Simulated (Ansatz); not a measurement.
# BrH5OSi (built from SMILES O[SiH2]Br.[H][H]): search for a transition state, part 2 of 2

Ansatz 0.2.0, Gaussian basis; PBE0-D4.

### 7 Relaxing after a step of 0.30 Å one way along the mode

File downa/in.yaml:

```yaml
crystal:
  periodic: [false, false, false]
  atoms:
    - {symbol: Si, position_ang: [-0.723685, -0.057495, -0.029468]}
    - {symbol: Br, position_ang: [2.210155, -0.283561, -0.520363]}
    - {symbol: H, position_ang: [-0.648848, -1.289660, -0.843833]}
    - {symbol: H, position_ang: [-2.058042, 0.557906, 0.058444]}
    - {symbol: O, position_ang: [-0.204359, -0.095511, 1.492784]}
    - {symbol: H, position_ang: [0.851667, 0.574388, -0.864961]}
    - {symbol: H, position_ang: [-0.120887, 0.999182, -0.967278]}
    - {symbol: H, position_ang: [0.694000, -0.405350, 1.674674]}
basis:
  gaussian: {orbitals: def2-TZVP}
hamiltonian: {xc: pbe0, dispersion: d4}
relax: {f_tol: 0.005, max_steps: 200}
```

Launch:

```
> ansatz run in.yaml --threads 4 --pin off --events-out ev --progress --plain --max-ram 9574MiB
```

The log of the run:

```text
Functional definition: PBE0
  name "PBE0"
  cite "Adamo & Barone, J. Chem. Phys. 110, 6158 (1999) doi:10.1063/1.478522"
  cite "Perdew, Burke & Ernzerhof, Phys. Rev. Lett. 77, 3865 (1996) doi:10.1103/PhysRevLett.77.3865"
  parent pbe
  parameter a = 0.25
  parameter kappa = 0.804
  parameter beta = 0.06672455060314922
  exchange = (1 - a)*pbe_x(kappa = kappa, mu = beta*pi^2/3) + a*exact_x
  correlation = pbe_c(beta = beta)
1052 factors; their error is unknown
mean field evaluation 1: about -80035.7482 eV, gradient 5.0e1 eV
mean field evaluation 2: about -80027.4887 eV, gradient 8.3e1 eV
mean field evaluation 4: about -80039.6760 eV, gradient 1.7e0 eV
mean field evaluation 8: about -80039.6822 eV, gradient 3.6e-2 eV
mean field evaluation 16: about -80040.1551 eV, gradient 1.8e-5 eV
mean field -80040.15512017 eV, -2941.4214475005 hartree, gradient 1.8e-5 eV, S^2 0.000000; 0 other end points of the search recorded, 0 dependent functions left out
the calculation of the forces begins
reference -80040.15514841 eV, -2941.4214485385 hartree; 31, 31 occupied and 115, 115 virtual orbitals, 1052 factors
relax step   1: F+E_penalty+E_count = -80040.28268501 eV  Δ(F+E_penalty+E_count) = +0.000e0 eV  max|allowed force component| = 1.262e0 eV/Å  Δτ_max = 0.0000 Å  (26 SCF iters, accepted)
these checks for a lower state are left out or cut short: starts, cluster_reference, orbital_swaps, neighbouring_geometries, increment
1052 factors; their error is unknown
mean field -80040.41852759 eV, -2941.4311275447 hartree, gradient 1.4e-5 eV, S^2 0.000000; 0 other end points of the search recorded, 0 dependent functions left out
the calculation of the forces begins
reference -80040.41855634 eV, -2941.4311286011 hartree; 31, 31 occupied and 115, 115 virtual orbitals, 1052 factors
relax step   2: F+E_penalty+E_count = -80040.54178671 eV  Δ(F+E_penalty+E_count) = -2.591e-1 eV  max|allowed force component| = 1.518e0 eV/Å  Δτ_max = 0.1964 Å  (30 SCF iters, accepted)
these checks for a lower state are left out or cut short: starts, cluster_reference, orbital_swaps, neighbouring_geometries, increment
1052 factors; their error is unknown
mean field -80040.64534387 eV, -2941.4394628891 hartree, gradient 1.1e-5 eV, S^2 0.000000; 0 other end points of the search recorded, 0 dependent functions left out
the calculation of the forces begins
reference -80040.64537278 eV, -2941.4394639517 hartree; 31, 31 occupied and 115, 115 virtual orbitals, 1052 factors
relax step   3: F+E_penalty+E_count = -80040.76595354 eV  Δ(F+E_penalty+E_count) = -2.242e-1 eV  max|allowed force component| = 8.487e-1 eV/Å  Δτ_max = 0.1947 Å  (28 SCF iters, accepted)
these checks for a lower state are left out or cut short: starts, cluster_reference, orbital_swaps, neighbouring_geometries, increment
1052 factors; their error is unknown
mean field evaluation 32: about -80040.2024 eV, gradient 6.4e0 eV
mean field -80040.80526783 eV, -2941.4453399862 hartree, gradient 1.2e-5 eV, S^2 0.000000; 0 other end points of the search recorded, 0 dependent functions left out
the calculation of the forces begins
reference -80040.80529729 eV, -2941.4453410691 hartree; 31, 31 occupied and 115, 115 virtual orbitals, 1052 factors
relax step   4: F+E_penalty+E_count = -80040.91979378 eV  Δ(F+E_penalty+E_count) = -1.538e-1 eV  max|allowed force component| = 6.830e-1 eV/Å  Δτ_max = 0.1989 Å  (28 SCF iters, accepted)
these checks for a lower state are left out or cut short: starts, cluster_reference, orbital_swaps, neighbouring_geometries, increment
1052 factors; their error is unknown
mean field -80040.82956032 eV, -2941.4462327191 hartree, gradient 7.3e-6 eV, S^2 0.000000; 0 other end points of the search recorded, 0 dependent functions left out
the calculation of the forces begins
reference -80040.82958982 eV, -2941.4462338031 hartree; 31, 31 occupied and 115, 115 virtual orbitals, 1052 factors
relax step   5: F+E_penalty+E_count = -80040.94316188 eV  Δ(F+E_penalty+E_count) = -2.337e-2 eV  max|allowed force component| = 2.775e-1 eV/Å  Δτ_max = 0.1170 Å  (30 SCF iters, accepted)
these checks for a lower state are left out or cut short: starts, cluster_reference, orbital_swaps, neighbouring_geometries, increment
1052 factors; their error is unknown
mean field -80040.86692596 eV, -2941.4476058808 hartree, gradient 2.2e-5 eV, S^2 0.000000; 0 other end points of the search recorded, 0 dependent functions left out
the calculation of the forces begins
reference -80040.86695594 eV, -2941.4476069825 hartree; 31, 31 occupied and 115, 115 virtual orbitals, 1052 factors
relax step   6: F+E_penalty+E_count = -80040.97368375 eV  Δ(F+E_penalty+E_count) = -3.052e-2 eV  max|allowed force component| = 1.391e-1 eV/Å  Δτ_max = 0.2000 Å  (29 SCF iters, accepted)
these checks for a lower state are left out or cut short: starts, cluster_reference, orbital_swaps, neighbouring_geometries, increment
1052 factors; their error is unknown
mean field -80040.85673925 eV, -2941.4472315260 hartree, gradient 1.6e-5 eV, S^2 0.000000; 0 other end points of the search recorded, 0 dependent functions left out
the calculation of the forces begins
reference -80040.85676906 eV, -2941.4472326216 hartree; 31, 31 occupied and 115, 115 virtual orbitals, 1052 factors
relax step   7: F+E_penalty+E_count = -80040.96784640 eV  Δ(F+E_penalty+E_count) = +5.837e-3 eV  max|allowed force component| = 2.373e-1 eV/Å  Δτ_max = 0.1770 Å  (28 SCF iters, rejected (line search))
these checks for a lower state are left out or cut short: starts, cluster_reference, orbital_swaps, neighbouring_geometries, increment
1052 factors; their error is unknown
mean field evaluation 64: about -80040.8768 eV, gradient 2.9e-3 eV
mean field -80040.87682586 eV, -2941.4479696953 hartree, gradient 2.5e-5 eV, S^2 0.000000; 0 other end points of the search recorded, 0 dependent functions left out
the calculation of the forces begins
reference -80040.87685582 eV, -2941.4479707966 hartree; 31, 31 occupied and 115, 115 virtual orbitals, 1052 factors
relax step   8: F+E_penalty+E_count = -80040.98535654 eV  Δ(F+E_penalty+E_count) = -1.167e-2 eV  max|allowed force component| = 8.159e-2 eV/Å  Δτ_max = 0.0868 Å  (29 SCF iters, accepted)
these checks for a lower state are left out or cut short: starts, cluster_reference, orbital_swaps, neighbouring_geometries, increment
1052 factors; their error is unknown
mean field -80040.88154772 eV, -2941.4481432207 hartree, gradient 2.4e-5 eV, S^2 0.000000; 0 other end points of the search recorded, 0 dependent functions left out
the calculation of the forces begins
reference -80040.88157781 eV, -2941.4481443266 hartree; 31, 31 occupied and 115, 115 virtual orbitals, 1052 factors
relax step   9: F+E_penalty+E_count = -80040.99043966 eV  Δ(F+E_penalty+E_count) = -5.083e-3 eV  max|allowed force component| = 4.762e-2 eV/Å  Δτ_max = 0.0682 Å  (29 SCF iters, accepted)
these checks for a lower state are left out or cut short: starts, cluster_reference, orbital_swaps, neighbouring_geometries, increment
1052 factors; their error is unknown
mean field -80040.87899766 eV, -2941.4480495077 hartree, gradient 1.3e-5 eV, S^2 0.000000; 0 other end points of the search recorded, 0 dependent functions left out
the calculation of the forces begins
reference -80040.87902757 eV, -2941.4480506067 hartree; 31, 31 occupied and 115, 115 virtual orbitals, 1052 factors
relax step  10: F+E_penalty+E_count = -80040.98890483 eV  Δ(F+E_penalty+E_count) = +1.535e-3 eV  max|allowed force component| = 3.403e-1 eV/Å  Δτ_max = 0.1433 Å  (28 SCF iters, rejected (line search))
these checks for a lower state are left out or cut short: starts, cluster_reference, orbital_swaps, neighbouring_geometries, increment
1052 factors; their error is unknown
mean field -80040.88486529 eV, -2941.4482651389 hartree, gradient 2.3e-5 eV, S^2 0.000000; 0 other end points of the search recorded, 0 dependent functions left out
the calculation of the forces begins
reference -80040.88489537 eV, -2941.4482662445 hartree; 31, 31 occupied and 115, 115 virtual orbitals, 1052 factors
relax step  11: F+E_penalty+E_count = -80040.99409073 eV  Δ(F+E_penalty+E_count) = -3.651e-3 eV  max|allowed force component| = 3.870e-2 eV/Å  Δτ_max = 0.0717 Å  (29 SCF iters, accepted)
these checks for a lower state are left out or cut short: starts, cluster_reference, orbital_swaps, neighbouring_geometries, increment
1052 factors; their error is unknown
mean field -80040.88548170 eV, -2941.4482877916 hartree, gradient 2.4e-5 eV, S^2 0.000000; 0 other end points of the search recorded, 0 dependent functions left out
the calculation of the forces begins
reference -80040.88551161 eV, -2941.4482888910 hartree; 31, 31 occupied and 115, 115 virtual orbitals, 1052 factors
relax step  12: F+E_penalty+E_count = -80040.99493822 eV  Δ(F+E_penalty+E_count) = -8.475e-4 eV  max|allowed force component| = 1.259e-1 eV/Å  Δτ_max = 0.0732 Å  (28 SCF iters, accepted)
these checks for a lower state are left out or cut short: starts, cluster_reference, orbital_swaps, neighbouring_geometries, increment
1052 factors; their error is unknown
mean field evaluation 96: about -80040.4125 eV, gradient 5.0e-3 eV
mean field -80040.88774573 eV, -2941.4483709932 hartree, gradient 2.1e-5 eV, S^2 0.000000; 0 other end points of the search recorded, 0 dependent functions left out
the calculation of the forces begins
reference -80040.88777573 eV, -2941.4483720957 hartree; 31, 31 occupied and 115, 115 virtual orbitals, 1052 factors
relax step  13: F+E_penalty+E_count = -80040.99641004 eV  Δ(F+E_penalty+E_count) = -1.472e-3 eV  max|allowed force component| = 3.464e-2 eV/Å  Δτ_max = 0.0423 Å  (29 SCF iters, accepted)
these checks for a lower state are left out or cut short: starts, cluster_reference, orbital_swaps, neighbouring_geometries, increment
1052 factors; their error is unknown
mean field -80040.88854564 eV, -2941.4484003896 hartree, gradient 2.1e-5 eV, S^2 0.000000; 0 other end points of the search recorded, 0 dependent functions left out
the calculation of the forces begins
reference -80040.88857564 eV, -2941.4484014921 hartree; 31, 31 occupied and 115, 115 virtual orbitals, 1052 factors
relax step  14: F+E_penalty+E_count = -80040.99676060 eV  Δ(F+E_penalty+E_count) = -3.506e-4 eV  max|allowed force component| = 1.652e-2 eV/Å  Δτ_max = 0.0264 Å  (28 SCF iters, accepted)
these checks for a lower state are left out or cut short: starts, cluster_reference, orbital_swaps, neighbouring_geometries, increment
1052 factors; their error is unknown
mean field -80040.88974142 eV, -2941.4484443334 hartree, gradient 2.1e-5 eV, S^2 0.000000; 0 other end points of the search recorded, 0 dependent functions left out
the calculation of the forces begins
reference -80040.88977145 eV, -2941.4484454370 hartree; 31, 31 occupied and 115, 115 virtual orbitals, 1052 factors
relax step  15: F+E_penalty+E_count = -80040.99705210 eV  Δ(F+E_penalty+E_count) = -2.915e-4 eV  max|allowed force component| = 1.109e-2 eV/Å  Δτ_max = 0.0491 Å  (30 SCF iters, accepted)
these checks for a lower state are left out or cut short: starts, cluster_reference, orbital_swaps, neighbouring_geometries, increment
1052 factors; their error is unknown
mean field -80040.88984324 eV, -2941.4484480753 hartree, gradient 2.1e-5 eV, S^2 0.000000; 0 other end points of the search recorded, 0 dependent functions left out
the calculation of the forces begins
reference -80040.88987325 eV, -2941.4484491781 hartree; 31, 31 occupied and 115, 115 virtual orbitals, 1052 factors
relax step  16: F+E_penalty+E_count = -80040.99707883 eV  Δ(F+E_penalty+E_count) = -2.674e-5 eV  max|allowed force component| = 2.175e-2 eV/Å  Δτ_max = 0.0331 Å  (30 SCF iters, accepted)
these checks for a lower state are left out or cut short: starts, cluster_reference, orbital_swaps, neighbouring_geometries, increment
1052 factors; their error is unknown
mean field evaluation 128: about -80040.8902 eV, gradient 2.1e-5 eV
mean field -80040.89017079 eV, -2941.4484601127 hartree, gradient 2.1e-5 eV, S^2 0.000000; 0 other end points of the search recorded, 0 dependent functions left out
the calculation of the forces begins
reference -80040.89020083 eV, -2941.4484612165 hartree; 31, 31 occupied and 115, 115 virtual orbitals, 1052 factors
relax step  17: F+E_penalty+E_count = -80040.99713159 eV  Δ(F+E_penalty+E_count) = -5.276e-5 eV  max|allowed force component| = 6.740e-3 eV/Å  Δτ_max = 0.0080 Å  (32 SCF iters, accepted)
these checks for a lower state are left out or cut short: starts, cluster_reference, orbital_swaps, neighbouring_geometries, increment
1052 factors; their error is unknown
mean field -80040.89010449 eV, -2941.4484576761 hartree, gradient 2.1e-5 eV, S^2 0.000000; 0 other end points of the search recorded, 0 dependent functions left out
the calculation of the forces begins
reference -80040.89013452 eV, -2941.4484587798 hartree; 31, 31 occupied and 115, 115 virtual orbitals, 1052 factors
relax step  18: F+E_penalty+E_count = -80040.99714503 eV  Δ(F+E_penalty+E_count) = -1.344e-5 eV  max|allowed force component| = 3.274e-3 eV/Å  Δτ_max = 0.0034 Å  (32 SCF iters, accepted)
1052 factors; their error is unknown
mean field -80040.89010449 eV, -2941.4484576761 hartree, gradient 2.1e-5 eV, S^2 0.000000; 1 other end points of the search recorded, 0 dependent functions left out
the calculation of the forces begins
reference -80040.89013452 eV, -2941.4484587798 hartree; 31, 31 occupied and 115, 115 virtual orbitals, 1052 factors
Total energy: -80040.99717507 eV, -2941.4523924472 hartree
Atom 0 at    -1.088472    -0.027509    -0.010142 Å, force    -0.003274     0.001165    -0.002054 eV/Å
Atom 1 at     2.847505    -0.166531    -0.364447 Å, force    -0.000137     0.000214    -0.000001 eV/Å
Atom 2 at    -1.234756    -1.342566    -0.689967 Å, force     0.000244    -0.001912    -0.000108 eV/Å
Atom 3 at    -2.419632     0.516535     0.339840 Å, force    -0.000505     0.000412    -0.000024 eV/Å
Atom 4 at    -0.242338    -0.135489     1.393382 Å, force     0.002367    -0.000592     0.002556 eV/Å
Atom 5 at     1.874123     0.644140    -1.016232 Å, force    -0.000091    -0.000158     0.000231 eV/Å
Atom 6 at    -0.419329     0.896863    -0.976990 Å, force     0.001091     0.001038    -0.000586 eV/Å
Atom 7 at     0.682900    -0.385544     1.324557 Å, force     0.000306    -0.000166    -0.000014 eV/Å
Dipole moment:     0.139366     0.024720    -0.223117 e Å
```

It took 35 s on 4 threads of Arm Neoverse V2, shared host.

Along the way: (the energy doesn't fall at every step)

```tsv
step	energy from step 1 (eV)	largest force component (eV/Å)
1	0.0000	1.2619
2	-0.2591	1.5184
3	-0.4833	0.8487
4	-0.6371	0.6830
5	-0.6605	0.2775
6	-0.6910	0.1391
7	-0.6852	0.2373
8	-0.7027	0.0816
9	-0.7078	0.0476
10	-0.7062	0.3403
11	-0.7114	0.0387
12	-0.7123	0.1259
13	-0.7137	0.0346
14	-0.7141	0.0165
15	-0.7144	0.0111
16	-0.7144	0.0217
17	-0.7144	0.0067
18	-0.7145	0.0033
```

Close pairs (by a distance rule), those that changed most:

```tsv
bond	before (Å)	after (Å)	change (Å)
Br2–H6	1.643	1.425	-0.219
Si1–H7	1.536	1.496	-0.040
Si1–O5	1.609	1.642	+0.034
Si1–H3	1.479	1.488	+0.009
Si1–H4	1.472	1.480	+0.008
O5–H8	0.968	0.961	-0.007
```

### 8 Relaxing after a step of 0.30 Å the other way along the mode

File downb/in.yaml:

```yaml
crystal:
  periodic: [false, false, false]
  atoms:
    - {symbol: Si, position_ang: [-0.444785, -0.258356, 0.033417]}
    - {symbol: Br, position_ang: [2.023362, -0.533729, -0.325483]}
    - {symbol: H, position_ang: [-0.668636, -1.399534, -0.876731]}
    - {symbol: H, position_ang: [-1.712205, 0.553656, -0.057623]}
    - {symbol: O, position_ang: [-0.198133, -0.166158, 1.650791]}
    - {symbol: H, position_ang: [0.439010, 0.957640, -1.071920]}
    - {symbol: H, position_ang: [-0.155996, 1.263490, -1.175771]}
    - {symbol: H, position_ang: [0.717384, -0.417108, 1.823320]}
basis:
  gaussian: {orbitals: def2-TZVP}
hamiltonian: {xc: pbe0, dispersion: d4}
relax: {f_tol: 0.005, max_steps: 200}
```

Launch:

```
> ansatz run in.yaml --threads 4 --pin off --events-out ev --progress --plain --max-ram 9574MiB
```

The log of the run (excerpt; [...] marks lines left out):

```text
Functional definition: PBE0
  name "PBE0"
  cite "Adamo & Barone, J. Chem. Phys. 110, 6158 (1999) doi:10.1063/1.478522"
  cite "Perdew, Burke & Ernzerhof, Phys. Rev. Lett. 77, 3865 (1996) doi:10.1103/PhysRevLett.77.3865"
  parent pbe
[...]
1052 factors; their error is unknown
[...]
mean field -80039.84173597 eV, -2941.4099308436 hartree, gradient 2.7e-5 eV, S^2 0.000000; 0 other end points of the search recorded, 0 dependent functions left out
[...]
reference -80039.84176351 eV, -2941.4099318557 hartree; 31, 31 occupied and 115, 115 virtual orbitals, 1052 factors
relax step   1: F+E_penalty+E_count = -80039.97126102 eV  Δ(F+E_penalty+E_count) = +0.000e0 eV  max|allowed force component| = 3.590e0 eV/Å  Δτ_max = 0.0000 Å  (28 SCF iters, accepted)
[...]
reference -80041.70507803 eV, -2941.4784074013 hartree; 31, 31 occupied and 115, 115 virtual orbitals, 1052 factors
Total energy: -80041.81877371 eV, -2941.4825856406 hartree
Atom 0 at    -0.257655    -0.673795     0.449566 Å, force     0.001028    -0.001565     0.000898 eV/Å
Atom 1 at     1.785151    -0.408305    -0.390798 Å, force    -0.001231     0.000392     0.000607 eV/Å
Atom 2 at    -0.720589    -1.994091    -0.035590 Å, force    -0.000406     0.000691     0.000708 eV/Å
Atom 3 at    -1.105349     0.435979    -0.022274 Å, force     0.000624    -0.000184    -0.000059 eV/Å
Atom 4 at    -0.244026    -0.582164     2.079845 Å, force     0.000913    -0.000760    -0.001642 eV/Å
Atom 5 at     0.368863     1.982418    -2.165235 Å, force    -0.003325     0.003333    -0.002253 eV/Å
Atom 6 at    -0.125300     2.442604    -2.484403 Å, force     0.003313    -0.003092     0.002454 eV/Å
Atom 7 at     0.298907    -1.202744     2.568889 Å, force    -0.000917     0.001184    -0.000712 eV/Å
Dipole moment:    -0.085708    -0.251613     0.170313 e Å
```

Wall time 54 s (4 threads of Arm Neoverse V2, shared host).

Along the way: (the energy doesn't fall at every step)

```tsv
step	energy from step 1 (eV)	largest force component (eV/Å)
1	0.0000	3.5903
2	-0.4468	0.6484
3	-0.7548	0.9389
4	-1.0863	1.1750
5	-1.4330	0.5595
6	-1.6603	0.6413
7	-1.7749	0.2190
8	-1.8090	0.1461
9	-1.8240	0.1745
10	-1.8351	0.4688
11	-1.8394	0.2172
12	-1.8413	0.2414
13	-1.8442	0.1635
14	-1.8028	1.1064
15	-1.8463	0.0214
16	-1.8406	0.4729
17	-1.8465	0.0120
18	-1.8469	0.0359
19	-1.8451	0.2614
20	-1.8470	0.0678
21	-1.8473	0.0052
22	-1.8474	0.0023
23	-1.8474	0.0539
24	-1.8474	0.0111
25	-1.8474	0.0261
26	-1.8475	0.0080
27	-1.8475	0.0060
28	-1.8475	0.0033
```

Distances of close pairs at the start and the end, largest changes first:

```tsv
bond	before (Å)	after (Å)	change (Å)
Si1–Br2	2.509	2.225	-0.284
H6–H7	0.677	0.747	+0.070
Si1–H4	1.508	1.474	-0.034
O5–H8	0.965	0.959	-0.006
Si1–O5	1.639	1.633	-0.006
Si1–H3	1.477	1.481	+0.004
```

### 9 The three structures

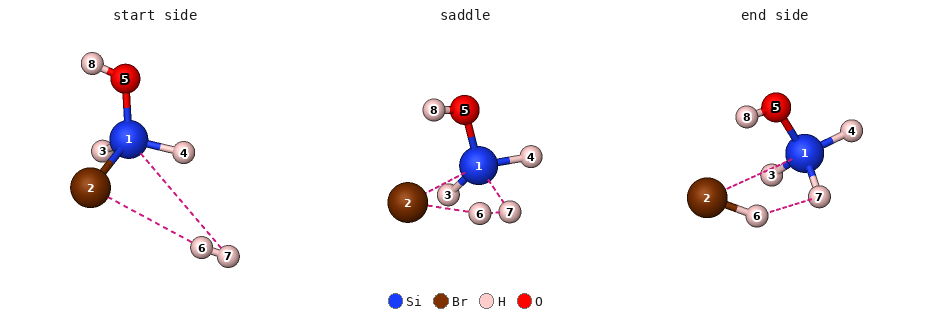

The minimum on the start side, the saddle and the minimum on the end side; broken lines mark the pairs that change.

```tsv
pair	start side (Å)	saddle (Å)	end side (Å)
Si1–H7	4.282	1.736	1.496
Br2–H6	3.297	1.960	1.425
Si1–Br2	2.225	2.746	3.954
H6–H7	0.747	0.871	2.308
```

### 10 Summary of results

What follows sums up all 2 parts.

```
                       quantity                                                       value
                 imaginary mode                                                   601i cm⁻¹
    barrier from the start side                                               43.8 kcal/mol
      barrier from the end side                                               24.9 kcal/mol
             energy of the step                                              +18.9 kcal/mol
              pairs that change  Si1–H7 formed, Br2–H6 formed, Si1–Br2 broken, H6–H7 broken
zero-point energy at the saddle                                                    1.290 eV
```

**Reading.** One imaginary mode, 601i cm⁻¹, makes this a first-order saddle. Going downhill both ways gives the intended start and end. At PBE0-D4/def2-TZVP the electronic barrier is 43.8 kcal/mol, about 74 kT at 298 K, and the step runs 18.9 kcal/mol uphill.
